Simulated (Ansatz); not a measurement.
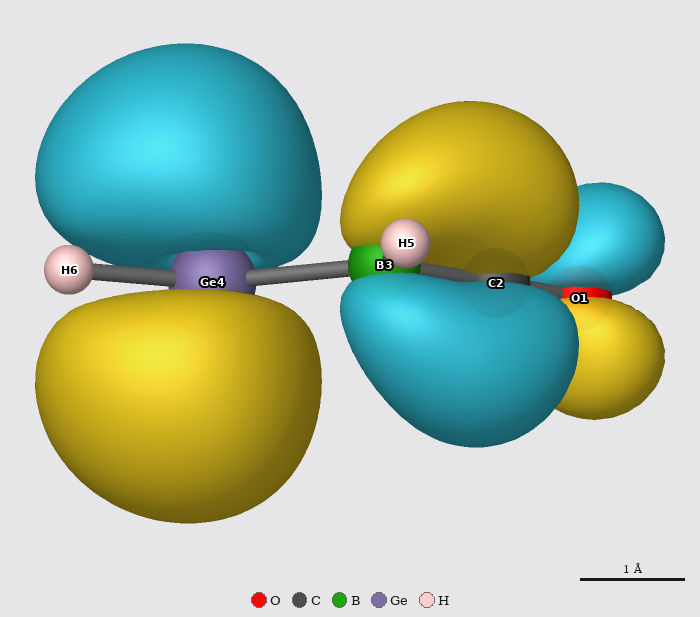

The picture shows: CH₃BGeO. One frontier orbital at ±0.08 Å⁻³ᐟ² (yellow and cyan are the two phases), seen from one side.

Geometry: PBE0-D4/def2-TZVP.

Method: Ansatz 0.2.0, RKS PBE0-D4/def2-TZVPP.

Input

```
crystal:
  periodic: [false, false, false]
  atoms:
    - {symbol: O, position_ang: [0.139627, -2.579298, 0.178128]}
    - {symbol: C, position_ang: [0.493323, -1.496478, 0.070473]}
    - {symbol: B, position_ang: [0.891414, -0.098579, -0.064220]}
    - {symbol: Ge, position_ang: [-0.679116, 0.970554, -0.030390]}
    - {symbol: H, position_ang: [2.023514, 0.239966, -0.172418]}
    - {symbol: H, position_ang: [-0.714163, 2.498021, -0.143535]}
    - {symbol: H, position_ang: [-2.093399, 0.397913, 0.116263]}
basis:
  gaussian: {orbitals: def2-TZVPP}
hamiltonian: {xc: pbe0, dispersion: d4}
output: {orbitals: {seedname: orbitals}}
```

Launched as:

```sh
ansatz run in.yaml --threads 2 --pin off --events-out ev --progress --plain --max-ram 4352MiB
```

Which orbital is it: HOMO or LUMO?

Answer. The LUMO, at −2.40 eV. It lies mainly on Ge4 (about 50 %), C2 (about 20 %), B3 (about 10 %) and O1 (about 10 %); it changes sign across the molecular plane (π type); π-bonding across C2–B3; π-antibonding (a node) across O1–C2.
